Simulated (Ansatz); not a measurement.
# SVWN5/def2-SVPD run of SiHCl2F (SMILES F[SiH](Cl)Cl)

What is the electronic atomisation energy of SiHCl2F at SVWN5/def2-SVPD? 

The results are computed with Ansatz 0.2.0.

62 further runs of the same task are left out: 62 set aside as unsound or not needed.

**1. The molecule**

SiHCl2F: 5 atoms, total charge 0, spin state singlet. SMILES: `F[SiH](Cl)Cl`. Geometry: relaxed at PBE0-D4/def2-TZVP.

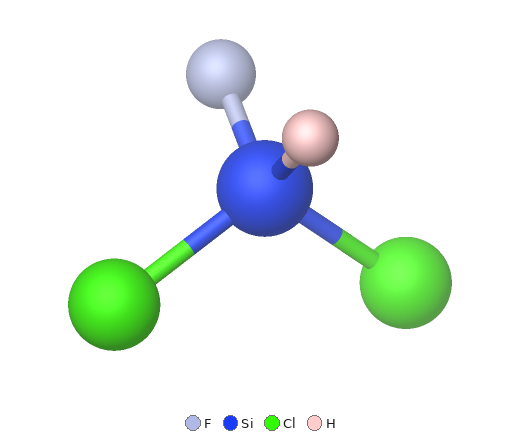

Viewed from a chosen angle; fluorine light blue, silicon blue, chlorine green, hydrogen pink.

**2. A single-point energy at SVWN5/def2-SVPD**

Input file run.yaml:

```yaml
basis:
  gaussian: {orbitals: def2-SVPD}
crystal:
  periodic: [false, false, false]
  atoms:
    - {symbol: F, position_ang: [0.035500, -0.682700, 1.466900]}
    - {symbol: Si, position_ang: [0.115700, -0.048400, 0.020800]}
    - {symbol: Cl, position_ang: [-0.511900, 1.872300, 0.131500]}
    - {symbol: Cl, position_ang: [-1.092800, -1.108700, -1.208300]}
    - {symbol: H, position_ang: [1.503300, -0.106100, -0.452400]}
accuracy: high
output: {orbitals: {seedname: orbitals}}
hamiltonian: {xc: {name: SVWN5}}
magnetization: {spin_polarized: false, initial_magnetization: 0}
```

Started as:

```
ansatz run run.yaml --threads 1 --pin off --max-ram 3480MiB --events-out events.jsonl --progress --plain --runs-dir runs
```

Log:

```text
Warning: RAYON_NUM_THREADS=1 ignored (pool sized by the plan → 1); use --threads N
Functional definition: SVWN5
  name "SVWN5"
  exchange = slater_x
  correlation = vwn5_c
2049 factors; integrals over basis functions are off by at most 3.2e-9 eV
mean field evaluation 1: about -35517.2832 eV, gradient 3.3e1 eV
mean field evaluation 2: about -35511.1927 eV, gradient 7.3e1 eV
mean field evaluation 4: about -35519.1531 eV, gradient 2.0e0 eV
mean field evaluation 8: about -35519.1594 eV, gradient 4.7e-2 eV
mean field evaluation 16: about -35519.1594 eV, gradient 2.9e-6 eV
mean field -35519.15936326 eV, -1305.3050308490 hartree, gradient 3.3e-8 eV, S^2 0.000000; 0 other end points of the search recorded, 0 dependent functions left out
reference -35519.15936691 eV, -1305.3050309830 hartree; 29, 29 occupied and 80, 80 virtual orbitals, 2049 factors
Total energy: -35519.15936691 eV, -1305.3050309830 hartree
```

It took 1.8 s on 1 thread of AMD EPYC 9R45 (Zen 5), shared host; peak memory 0.29 GiB.

**3. The Cl atom at the same level**

Input file run.yaml:

```yaml
crystal:
  periodic: [false, false, false]
  atoms:
    - symbol: Cl
      position_ang: [0.000000, 0.000000, 0.000000]
basis:
  gaussian:
    orbitals: def2-SVPD
magnetization:
  spin_polarized: true
  initial_magnetization: 1
accuracy: high
hamiltonian:
  xc: {name: SVWN5}
```

Started as:

```
ansatz run run.yaml --threads 1 --pin off --max-ram 3480MiB --events-out events.jsonl --progress --plain --runs-dir runs
```

Log:

```text
Warning: RAYON_NUM_THREADS=1 ignored (pool sized by the plan → 1); use --threads N
Functional definition: SVWN5
  name "SVWN5"
  exchange = slater_x
  correlation = vwn5_c
222 factors; integrals over basis functions are off by at most 2.5e-9 eV
mean field evaluation 1: about -12476.2625 eV, gradient 3.5e0 eV
mean field evaluation 2: about -12476.1780 eV, gradient 5.0e0 eV
mean field evaluation 4: about -12476.2775 eV, gradient 3.0e0 eV
mean field evaluation 8: about -12476.2774 eV, gradient 3.0e0 eV
mean field evaluation 16: about -12476.3384 eV, gradient 1.1e-7 eV
mean field evaluation 32: about -12476.3384 eV, gradient 7.4e-2 eV
mean field -12476.33841861 eV, -458.4969801181 hartree, gradient 1.8e-8 eV, S^2 0.751063; 2 other end points of the search recorded, 0 dependent functions left out
reference -12476.33842090 eV, -458.4969802020 hartree; 9, 8 occupied and 18, 19 virtual orbitals, 222 factors
Total energy: -12476.33842090 eV, -458.4969802020 hartree
```

Run time: 0.32 s. Hardware: 1 thread of AMD EPYC 9R45 (Zen 5), shared host.

**4. The F atom at the same level**

Input file in.yaml:

```yaml
crystal:
  periodic: [false, false, false]
  atoms:
    - {symbol: F, position_ang: [0.000000, 0.000000, 0.000000]}
basis:
  gaussian:
    orbitals: def2-SVPD
magnetization:
  spin_polarized: true
  initial_magnetization: 1
hamiltonian:
  xc: {name: SVWN5}
accuracy: high
```

Started as:

```
ansatz run in.yaml --threads 1 --pin off --max-ram 3480MiB --events-out events.jsonl --progress --plain --runs-dir runs
```

Log:

```text
Warning: RAYON_NUM_THREADS=1 ignored (pool sized by the plan → 1); use --threads N
Functional definition: SVWN5
  name "SVWN5"
  exchange = slater_x
  correlation = vwn5_c
194 factors; integrals over basis functions are off by at most 1.8e-9 eV
mean field evaluation 1: about -2693.6127 eV, gradient 4.8e0 eV
mean field evaluation 2: about -2693.4980 eV, gradient 7.7e0 eV
mean field evaluation 4: about -2693.6655 eV, gradient 2.6e0 eV
mean field evaluation 8: about -2693.6866 eV, gradient 2.0e-2 eV
mean field evaluation 16: about -2693.6866 eV, gradient 1.7e-7 eV
mean field evaluation 32: about -2693.6866 eV, gradient 5.3e-5 eV
mean field -2693.68658801 eV, -98.9911562632 hartree, gradient 2.9e-8 eV, S^2 0.751300; 2 other end points of the search recorded, 0 dependent functions left out
reference -2693.68659026 eV, -98.9911563457 hartree; 5, 4 occupied and 18, 19 virtual orbitals, 194 factors
Total energy: -2693.68659026 eV, -98.9911563457 hartree
```

Wall time 0.16 s (1 thread of AMD EPYC 9R45 (Zen 5), shared host).

**5. The H atom**

Input file input.yaml:

```yaml
basis:
  gaussian:
    orbitals: def2-SVPD
crystal:
  periodic: [false, false, false]
  atoms:
    - symbol: H
      position_ang: [0.000000, 0.000000, 0.000000]
hamiltonian:
  xc: {name: SVWN5}
magnetization:
  spin_polarized: true
  initial_magnetization: 1
accuracy: high
```

Run the same way, it converges to -0.47747 Eh (log not shown).

**6. The Si atom**

Input file molecule.yaml:

```yaml
basis:
  gaussian: {orbitals: def2-SVPD}
crystal:
  periodic: [false, false, false]
  atoms:
    - {symbol: Si, position_ang: [0.000000, 0.000000, 0.000000]}
total_charge: 0
hamiltonian: {xc: {name: SVWN5}}
magnetization: {spin_polarized: true, initial_magnetization: 2}
accuracy: high
```

Run the same way, it converges to -288.10866 Eh (log not shown).

**7. What came out**

Level: SVWN5/def2-SVPD.

| quantity | value |
| --- | --- |
| molecule: total energy | -1305.30503 Eh |
| molecule: HOMO energy | -8.46 eV |
| molecule: LUMO energy | -1.18 eV |
| molecule: HOMO–LUMO gap | 7.28 eV |
| Cl atom: total energy | -458.49698 Eh |
| Cl atom: ⟨S²⟩ | 0.751 |
| F atom: total energy | -98.99116 Eh |
| F atom: ⟨S²⟩ | 0.751 |
| H atom: total energy | -0.47747 Eh |
| H atom: ⟨S²⟩ | 0.750 |
| Si atom: total energy | -288.10866 Eh |
| Si atom: ⟨S²⟩ | 2.002 |
| electronic atomisation energy | 19.967 eV |

In words: Taking the molecule apart into free atoms costs 19.97 eV (460 kcal/mol), before zero-point energy and without spin-orbit coupling.
